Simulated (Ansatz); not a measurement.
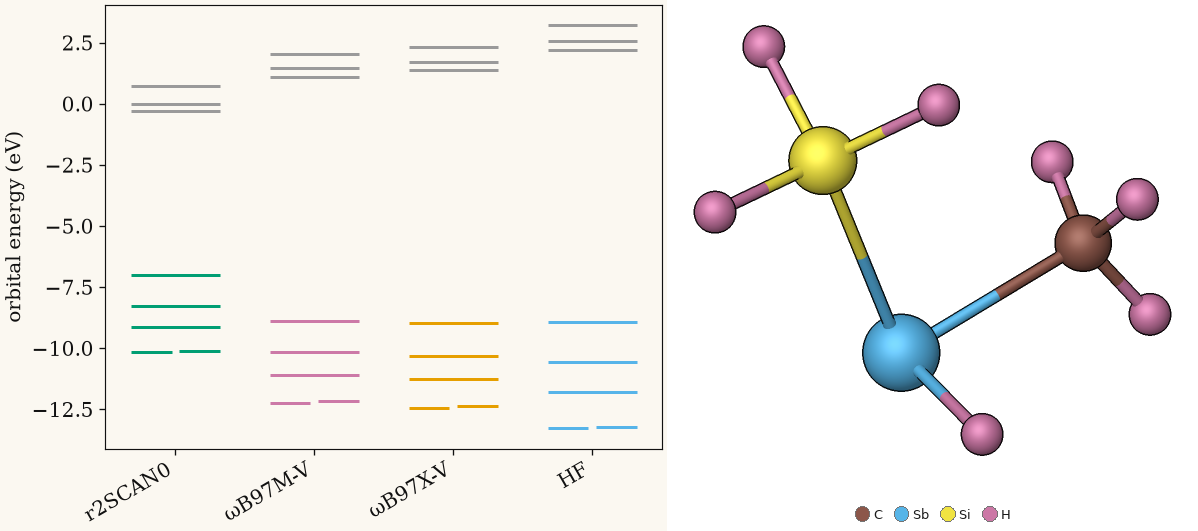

Frontier orbital energies of CH₇SbSi, SMILES [CH3][SbH][SiH3], singlet at one geometry, def2-TZVPP, the Ansatz code, at a PBE0-D4/def2-TZVP geometry (a minimum by its frequencies). Empty levels are grey, levels within 0.1 eV stand side by side; all columns show the same few orbitals around the gap.

How do the frontier levels move from column to column?

The separation grows from 6.72 eV (r2SCAN0) to 11.14 eV (HF).

| level | HOMO (eV) | LUMO (eV) | separation (eV) |
| --- | --- | --- | --- |
| r2SCAN0 | −7.01 | −0.29 | 6.72 |
| ωB97M-V | −8.87 | 1.10 | 9.97 |
| ωB97X-V | −8.98 | 1.38 | 10.36 |
| HF | −8.94 | 2.20 | 11.14 |

Caveats, for all or some of the runs: core potentials past krypton; empty levels above zero depend strongly on the basis; spin-orbit coupling is left out, and with Sb it can shift these levels and split any degenerate set.
